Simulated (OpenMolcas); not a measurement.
Run report: BHS, geometry relaxation (part 1 of 3)

The run: geometry relaxation of BHS (hydrogen boron sulfide), SMILES B=S. Method and program: B3P86/ANO-L-VDZ, RKS (OpenMolcas 26.06).

The geometry comes from this level: GFN2-xTB.

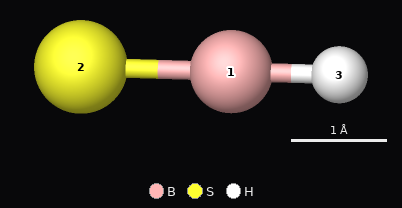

Fig. 1: The structure as given in the input (ball-and-stick view, seen at a tilt; atoms are numbered from 1 in the order of the input).

## Key numbers

| quantity | value |
| --- | --- |
| outcome | converged |
| total energy | −423.697558 hartree |
| basis functions | 24 |
| HOMO | −8.68 eV |
| LUMO | −1.73 eV |
| dipole moment | 1.74 debye |
| hardware | 1 thread of Arm Neoverse V1, 24 GiB of memory available, shared host |
| wall time | 15 s |
| peak memory | 0.37 GiB |

## Input
```
&GATEWAY
Coord=input.xyz
Basis=ANO-L-VDZ
Group=NoSym
>>> EXPORT MOLCAS_MAXITER=40
>>> Do While
&SEWARD
&SCF
KSDFT=HYB_GGA_XC_B3P86
PrOrbitals=0
&SLAPAF
>>> EndDo
```

## File input.xyz
```
3

B     -0.041030    -0.016100     0.142540
S      0.395320     0.146510    -1.379660
H     -0.354300    -0.130410     1.237110
```

Launch command:
```bash
export MOLCAS_MEM=1860
pymolcas job.inp > job.log
```

## Output
```
--- Start Module: gateway ---

                                              &GATEWAY

                       available to each process: 1.9 GB of memory, 1 thread

++    Symmetry information:
      ---------------------

                    Character Table for C1

                             E
                    a        1  x, y, xy, Rz, z, xz, Ry, yz, Rx, I
--

++    Basis set information:
      ----------------------

      Basis set label: B.ANO-L...3S2P.

      Electronic valence basis set:
      ------------------
      Associated Effective Charge   5.000000 au
      Associated Actual Charge      5.000000 au
      Nuclear Model: Point charge

      Shell  nPrim  nBasis  Cartesian Spherical Contaminant
         s      14       3        X
         p       9       2        X

      Basis set label: S.ANO-L...4S3P.

      Electronic valence basis set:
      ------------------
      Associated Effective Charge  16.000000 au
      Associated Actual Charge     16.000000 au
      Nuclear Model: Point charge

      Shell  nPrim  nBasis  Cartesian Spherical Contaminant
         s      17       4        X
         p      12       3        X

      Basis set label: H.ANO-L...2S.

      Electronic valence basis set:
      ------------------
      Associated Effective Charge   1.000000 au
      Associated Actual Charge      1.000000 au
      Nuclear Model: Point charge

      Shell  nPrim  nBasis  Cartesian Spherical Contaminant
         s       8       2        X
--

++    Molecular structure info:
      -------------------------

                    ************************************************
                    **** Cartesian Coordinates / bohr, angstrom ****
                    ************************************************

     Center  Label                x              y              z                     x              y              z
        1      B1              -0.077535      -0.030425       0.269362             -0.041030      -0.016100       0.142540
        2      S2               0.747047       0.276864      -2.607180              0.395320       0.146510      -1.379660
        3      H3              -0.669530      -0.246439       2.337799             -0.354300      -0.130410       1.237110

                    ***************************************
                    *    InterNuclear Distances / bohr    *
                    ***************************************

               1 B1            2 S2            3 H3
    1 B1       0.000000
    2 S2       3.008131        0.000000
    3 H3       2.162303        5.170430        0.000000

                    *******************************************
                    *    InterNuclear Distances / angstrom    *
                    *******************************************

               1 B1            2 S2            3 H3
    1 B1       0.000000
    2 S2       1.591834        0.000000
    3 H3       1.144241        2.736074        0.000000
--

            Nuclear Potential Energy             32.00145865 au

--- Stop Module: gateway /rc=_RC_ALL_IS_WELL_ ---

>>> EXPORT MOLCAS_MAXITER = 40

--- Start Module: seward ---

                                              &SEWARD

                       available to each process: 1.9 GB of memory, 1 thread

               SEWARD will generate:
                  Multipole Moment integrals up to order  2
                  Kinetic Energy integrals
                  Nuclear Attraction integrals (point charge)
                  One-Electron Hamiltonian integrals
                  Velocity integrals
                  Orbital angular momentum around (  0.5082   0.1880  -1.7740 )
                  Velocity quadrupole around (  0.5082   0.1880  -1.7740 )
                  Two-Electron Repulsion integrals

                   Integrals are discarded if absolute value <: 1.00E-14
                   Integral cutoff threshold is set to       <: 1.00E-16

            Nuclear Potential Energy             32.00145865 au

      Basis set specifications :
      Symmetry species         a
      Basis functions           24

--- Stop Module: seward /rc=_RC_ALL_IS_WELL_ ---

--- Start Module: scf ---

                                                &SCF

                       available to each process: 1.9 GB of memory, 1 thread

 ###############################################################################
 ###     Minimized-density-differences option turned off!                    ###
 ###############################################################################
++    Input section:
      --------------

      Header of the integral files:

      Cartesian coordinates in angstrom:
      -----------------------------------------------------
      No.  Label        X            Y            Z
      -----------------------------------------------------
       1   B1        -0.04103000  -0.01610000   0.14254000
       2   S2         0.39532000   0.14651000  -1.37966000
       3   H3        -0.35430000  -0.13041000   1.23711000
      -----------------------------------------------------
      Nuclear repulsion energy =   32.00145865
--

++    Orbital specifications:
      -----------------------

      Symmetry species               1
                                     a
      Frozen orbitals                0
      Occupied orbitals             11
      Secondary orbitals            13
      Deleted orbitals               0
      Total number of orbitals      24
      Number of basis functions     24
--

      Molecular charge                           0.000

      Numerical integration parameters
      --------------------------------
      Radial quadrature type:                         MHL
      Size of radial grid:                            75
      Lebedev angular grid:                           29
      Angular grid pruned with the crowding factor:  3.00E+00
                                 and fading factor:  6.00E+00
      Screening threshold for integral computation:   1.00E-11
      Radial quadrature accuracy:                     1.00E-25
      Maximum batch size:                             128
      AO values are stored on disk
      The same grid will be used for all iterations.

      DFT functional specifications
      -----------------------------
      Using Libxc version: 6.2.2
      Please cite the following reference:
      S. Lehtola, C. Steigemann, M. J.T. Oliveira, and M. A.L. Marques.,  SoftwareX 7, 1–5 (2018) doi:10.1016/j.softx.2017.11.002

      * B3P86
        - Defined through Gaussian implementation. doi:

++    Optimization specifications:
      ----------------------------

      SCF Algorithm: Conventional
      D(i)-D(i-1) density differences are used
      Number of density matrices in core                 5
      Maximum number of NDDO SCF iterations            400
      Maximum number of HF SCF iterations              400
      Threshold for SCF energy change             1.00E-09
      Threshold for density matrix                1.00E-04
      Threshold for Fock matrix                   1.50E-04
      Threshold for linear dependence             1.00E-09
      Threshold at which DIIS is turned on        1.50E-01
      Maximum depth in the DIIS procedure                5
      Maximum depth in the BFGS Hessian update          30
      Threshold at which QNR/C2DIIS is turned on  7.50E-02
      Threshold for Norm(delta) (QNR/C2DIIS)      1.00E-03
      All orbitals punched on: SCFORB
--

      Input vectors read from INPORB
      Orbital file label: *Guess orbitals

++ Convergence information
                                   [...]      iterations: Energy and convergence statistics

Iter     Tot. [...]      One-elec.       Two-elec.     Energy      Max Dij or  Max Fij      DNorm      TNorm      AccCon     Time
         Energy          Energy          Energy        Change      Delta Norm                                                in Sec.
   1  -423.485784758  -666.608252292   211.121008883   0.00E+00    3.84E-01*   1.07E-01*    6.33E+00   8.05E+01   None         0.
   2  -423.615302587  -671.764981114   216.148219876  -1.30E-01*   3.71E-01*   8.41E-02*    3.37E+00   8.13E+01   EDIIS        0.
   3  -423.590518807  -672.661417246   217.069439787   2.48E-02*   8.42E-02*   3.60E-02*    1.92E+00   8.16E+01   EDIIS        0.
   4  -423.690827490  -670.037654884   214.345368742  -1.00E-01*   4.02E-02*   1.35E-02*    5.64E-01   8.10E+01   c2DIIS       0.
   5  -423.693851516  -671.248706360   215.553396192  -3.02E-03*   2.65E-02*   6.48E-03*    2.72E-01   8.12E+01   QNRc2DIIS    0.
   6  -423.694181520  -670.703512712   215.007872540  -3.30E-04*   1.28E-02*   4.45E-03*    1.35E-01   8.11E+01   QNRc2DIIS    0.
   7  -423.694329951  -670.947710821   215.251922218  -1.48E-04*   5.81E-03*   3.12E-03*    5.51E-02   8.12E+01   QNRc2DIIS    0.
   8  -423.694399366  -670.924092314   215.228234297  -6.94E-05*   5.06E-05    1.50E-05     3.05E-02   8.12E+01   QNRc2DIIS    0.
   9  -423.694399369  -670.923460993   215.227602972  -3.82E-09*   7.37E-06    2.02E-06     3.31E-04   8.12E+01   QNRc2DIIS    0.
  10  -423.694399369  -670.923398748   215.227540727  -5.87E-11    7.11E-07    3.34E-07     5.64E-05   8.12E+01   QNRc2DIIS    0.

       Convergence after  10 Iterations
--

 *****************************************************************************************************************************
 *                                             SCF/KS-DFT Program, Final results                                             *
 *                                                       Final Results                                                       *
 *****************************************************************************************************************************

::    Total KS-DFT energy                            -423.6943993694
      One-electron energy                            -670.9233987479
      Two-electron energy                             215.2275407270
      Nuclear repulsion energy                         32.0014586515
      Kinetic energy (interpolated)                   422.8403659488
      Virial theorem                                    1.0020197538
      Total spin, S(S+1)                                0.0000000000
      Total spin, S                                     0.0000000000
      Max non-diagonal density matrix element           0.0000008824
      Max non-diagonal Fock matrix element              0.0000000639

      No orbitals printed

++    Molecular charges:
      ------------------

      Mulliken charges per centre
      ---------------------------

                B1      S2      H3
      Total    5.3177 15.8907  0.7915

      N-E     -0.3177  0.1093  0.2085

      Total electronic charge=   22.000000

      Total            charge=   -0.000000
--

++    Static properties:
      ------------------

      LoProp Charges per center

                   B1       S2       H3
      Nuclear      5.0000  16.0000   1.0000
      Electronic  -5.0361 -15.9841  -0.9798

      Total       -0.0361   0.0159   0.0202
--

++    Natural Bond Order analysis
      ---------------------------
      Based on LoProp computed density
      -------------------------------------------------------------------------------------
      Atom A       Atom B       Bond Order
        B1           S2             0.791
      -------------------------------------------------------------------------------------
      NBO located      1.583 electrons involved in    1 bonds.
      NBO located      1.002 non-bonded electrons on atom B1
      NBO located      0.990 non-bonded electrons on atom S2
      NBO located      0.998 non-bonded electrons on atom S2
      NBO located      1.000 non-bonded electrons on atom S2
      NBO located      1.000 non-bonded electrons on atom S2
      NBO located      1.000 non-bonded electrons on atom S2
      The remaining    4.286 electrons are to be considered as diffuse
--

++    Molecular properties:
      ---------------------

      Charge (e):
                      =   -0.0000
      Dipole Moment (debye):
      Origin of the operator (angstrom)=    0.2689    0.0995   -0.9387
                   X= -4.1977E-01               Y= -1.5558E-01               Z=  1.4650E+00           Total=  1.5318E+00
      Quadrupole Moment (debye*angstrom):
      Origin of the operator (angstrom)=    0.2689    0.0995   -0.9387
                  XX= -1.9599E+01              XY=  6.3911E-02              XZ= -5.9929E-01              YY= -1.9747E+01
                  YZ= -2.2298E-01              ZZ= -1.7680E+01
      In traceless form (debye*angstrom)
                  XX= -8.8555E-01              XY=  9.5867E-02              XZ= -8.9893E-01              YY= -1.1075E+00
                  YZ= -3.3447E-01              ZZ=  1.9931E+00
--

--- Stop Module: scf /rc=_RC_ALL_IS_WELL_ ---
--- Module scf spent 1 second ---

--- Start Module: slapaf ---

                                              &SLAPAF

                       available to each process: 1.9 GB of memory, 1 thread

--- Stop Module: slapaf /rc=_RC_INVOKED_OTHER_MODULE_ ---

--- Start Module: alaska ---

                                              &ALASKA

                       available to each process: 1.9 GB of memory, 1 thread

                     Threshold for contributions to the gradient: 1.000E-07

                    ********************************************
                    * Symmetry Adapted Cartesian Displacements *
                    ********************************************

           Irreducible representation : a
           Basis function(s) of irrep: x, y, xy, Rz, z, xz, Ry, yz, Rx, I

 Basis Label        Type   Center Phase
   1   B1           x         1     1
   2   B1           y         1     1
   3   B1           z         1     1
   4   S2           x         2     1
   5   S2           y         2     1
   6   S2           z         2     1
   7   H3           x         3     1
   8   H3           y         3     1
   9   H3           z         3     1

                     No automatic utilization of translational and rotational invariance of the energy is employed.

 Rotational correction to the DFT gradient is turned off due to close-to-degeneracy problems!

 DFT contribution computed for a moving grid.

 Conventional ERI gradients!
```
